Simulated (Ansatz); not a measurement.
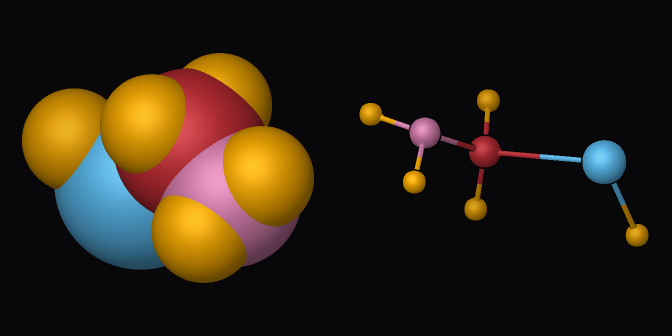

Both panels show the same species. Colours: nitrogen pink, carbon red, tellurium blue, hydrogen orange.

The computed structure is the end point of a PBE0-D4/def2-TZVP optimisation.

**Give the formula.**

CH5NTe, 8 atoms: 1 carbon, 5 hydrogen, 1 nitrogen and 1 tellurium.

**Describe its rings.**

It has no ring.

**What is the point group of this geometry?**

C1.

**How many bonds of each kind are drawn?**

2 N–H, 2 C–H, 1 C–N, 1 C–Te, 1 Te–H.

**How many sets of symmetry-equivalent atoms are there?**

8: 1 N, 1 C, 1 Te, 1 H, 1 H, 1 H, 1 H, 1 H.

The parts below concern this one geometry. Atoms keep their numbers from picture to picture.

### Geometry

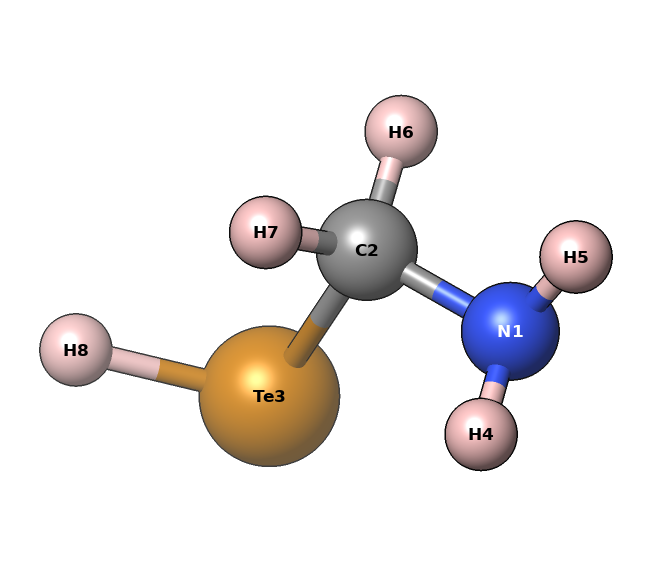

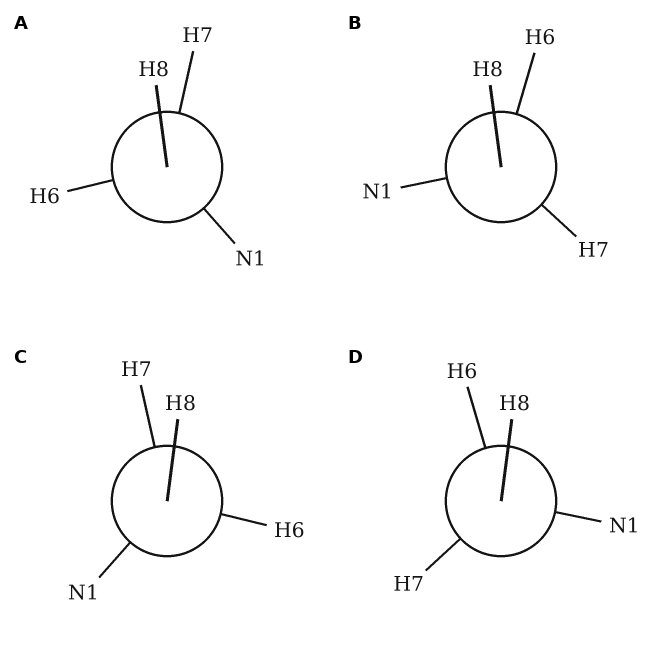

Depth is shown by fading: the farther an atom, the more it takes the colour of the background. Bonds that would overlap in a projection are set slightly apart.

**Which Newman projection shows the view along Te3–C2, with Te3 in front?**

A. The torsion angle H8–Te3–C2–N1 is 146°, anticlinal.

### Vibrations

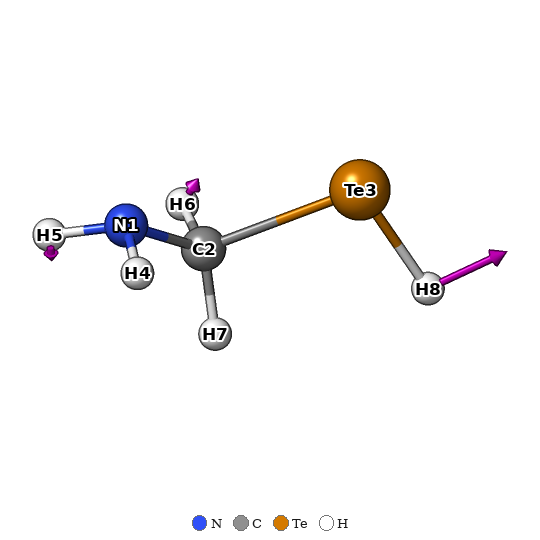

The arrows show one normal mode. Harmonic vibrations computed with RKS PBE0-D4/def2-TZVP, core potentials on Te (Ansatz 0.2.0) at a stationary point of the same level.

**Describe the motion.**

Mostly C–Te–H bending.

**At what wavenumber does it lie?**

651 cm⁻¹; it is mode 5 of 18 counted from the lowest.

### Levels of theory compared

Program: Ansatz 0.2.0.

At this fixed geometry, give HOMO–LUMO gap (eV) at these levels: B3LYP-D4/def2-TZVPP; B97M-V/def2-TZVPP; BLYP-D4/def2-TZVPP; CAM-B3LYP-D4/def2-TZVPP; HSE06 (plane-wave form)-D4/def2-TZVPP; PBE0-D4/def2-SVP; PBE0-D4/def2-TZVPP; r2SCAN-D4/def2-TZVPP; r2SCAN0-D4/def2-TZVPP; ωB97M-V/def2-QZVPP; ωB97M-V/def2-SVP; ωB97X-V/def2-TZVPP.

```
                                level  HOMO–LUMO gap (eV)
                  B3LYP-D4/def2-TZVPP                5.00
                    B97M-V/def2-TZVPP                3.99
                   BLYP-D4/def2-TZVPP                3.50
              CAM-B3LYP-D4/def2-TZVPP                7.67
HSE06 (plane-wave form)-D4/def2-TZVPP                4.68
                     PBE0-D4/def2-SVP                5.55
                   PBE0-D4/def2-TZVPP                5.45
                 r2SCAN-D4/def2-TZVPP                4.03
                r2SCAN0-D4/def2-TZVPP                5.74
                   ωB97M-V/def2-QZVPP                9.18
                     ωB97M-V/def2-SVP                9.60
                   ωB97X-V/def2-TZVPP                9.68
```

### Charges

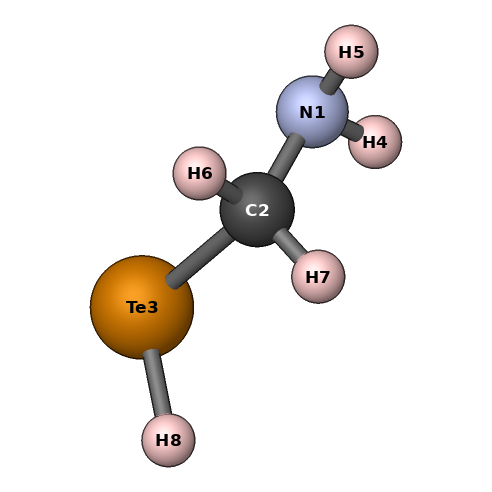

The questions are on Mulliken charges. Method: RKS PBE0-D4/def2-TZVP, core potentials on Te (Ansatz 0.2.0).

Give the Mulliken charges atom by atom.

```tsv
atom	value (e)
N1	−0.51
C2	−0.23
Te3	−0.05
H4	0.24
H5	0.22
H6	0.15
H7	0.13
H8	0.04
```

Mulliken values depend strongly on the basis set and can even reverse the polarity of a bond.
